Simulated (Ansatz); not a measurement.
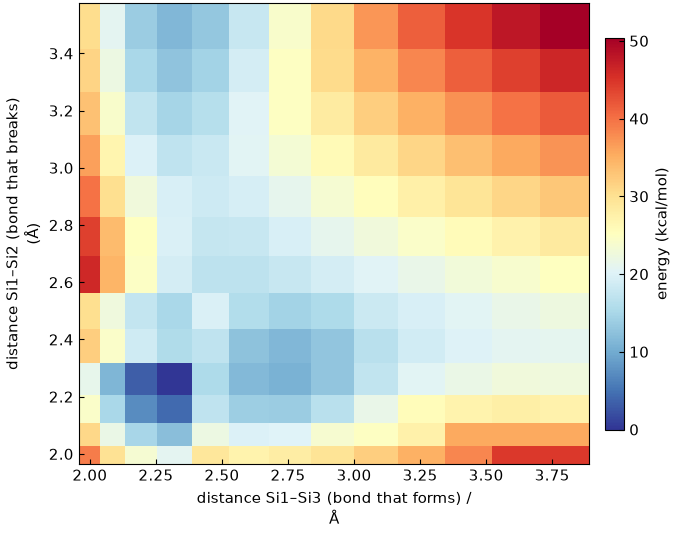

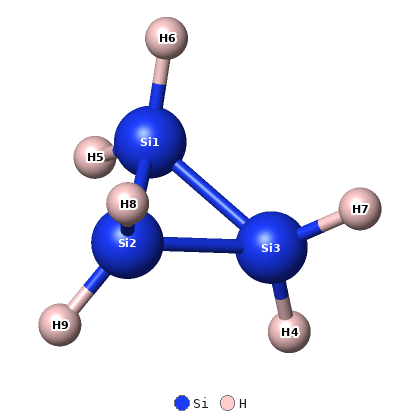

Energy landscape of the reacting system H₆Si₃ (one molecule; an intramolecular 1,2-shift). Coordinates scanned: (1) distance Si1–Si3 (bond that forms); (2) distance Si1–Si2 (bond that breaks). Relaxed at each point: all other coordinates. The grid has 13 × 13 points. Points are written as (first, second). All energies are given in kcal/mol relative to the lowest grid point. Energies and slopes of some neighbouring points disagree (a jump in structure or state, or too coarse a mesh). The reference is spin-restricted, so regions where a bond is pulled apart into radicals lie too high. The calculation used RKS PBE-D4/def2-SVP in Ansatz.

Drawn: one coloured cell a grid point. The second picture is the structure at the lowest point.

Describe this landscape.

The lowest grid point is at (2.316 Å, 2.263 Å). Other grid points that lie below all their neighbours: (2.755 Å, 2.263 Å) (10.8 kcal/mol higher); (2.316 Å, 2.500 Å) (15.0 kcal/mol higher). The highest grid point, (3.798 Å, 3.498 Å), lies 50.4 kcal/mol above the lowest.

The input of one point:

```yaml
crystal:
  periodic: [false, false, false]
  atoms:
    - { symbol: Si, position_ang: [-0.182365, 0.348822, 0.918454] }
    - { symbol: Si, position_ang: [0.726478, -1.10653, -0.557053] }
    - { symbol: Si, position_ang: [-0.089038, 0.993884, -1.303941] }
    - { symbol: H, position_ang: [-1.531802, 0.470075, -1.199065] }
    - { symbol: H, position_ang: [-1.531847, 0.154568, 1.540539] }
    - { symbol: H, position_ang: [0.734819, 0.966039, 1.93935] }
    - { symbol: H, position_ang: [-0.159902, 1.783058, 0.028215] }
    - { symbol: H, position_ang: [2.200782, -1.348353, -0.489396] }
    - { symbol: H, position_ang: [-0.167222, -2.261661, -0.877103] }
basis:
  gaussian: { orbitals: def2-SVP }
hamiltonian:
  xc: pbe
  dispersion: d4
output:
  forces: true
relax:
  f_tol: 0.02
  max_steps: 50
  escape_saddle: false
  constraints: [{ distance: [0, 2] }, { distance: [0, 1] }]
scf:
  lower_state_search: "off"
```

Each point was launched as `ansatz run input.yaml --threads 1 --pin off --max-ram 2560MiB --backend cpu --events-out ev --progress --plain --runs-dir out`. Time for the 169 points that were run: 27 min on 1 thread of Arm Neoverse V2 (shared host).
